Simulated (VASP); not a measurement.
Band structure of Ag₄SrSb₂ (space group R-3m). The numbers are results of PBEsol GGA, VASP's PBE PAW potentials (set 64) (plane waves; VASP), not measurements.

Unless said otherwise, spin-orbit coupling is left out, though it shifts the bands of the heavy elements here.

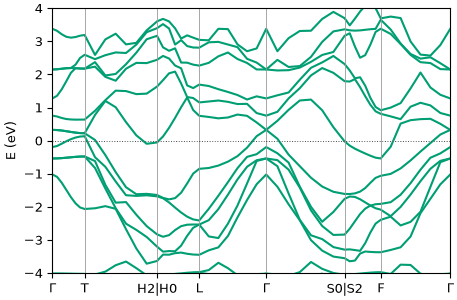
Fig. 1. Bands along high-symmetry lines, zero at the valence-band maximum or, without a gap, the Fermi level

### Question
Read the plot: is there a gap, and where are the band edges?

### Answer
It has no gap at this level: it comes out as a metal or semimetal.

The structure comes from a computed database's Ag4SrSb2 entry (R-3m); how it stands against other phases isn't given here. The cell was not relaxed at this level. The k-mesh is coarse (spacing up to 0.39 per Å, 2π included), so the numbers may not be converged in it.
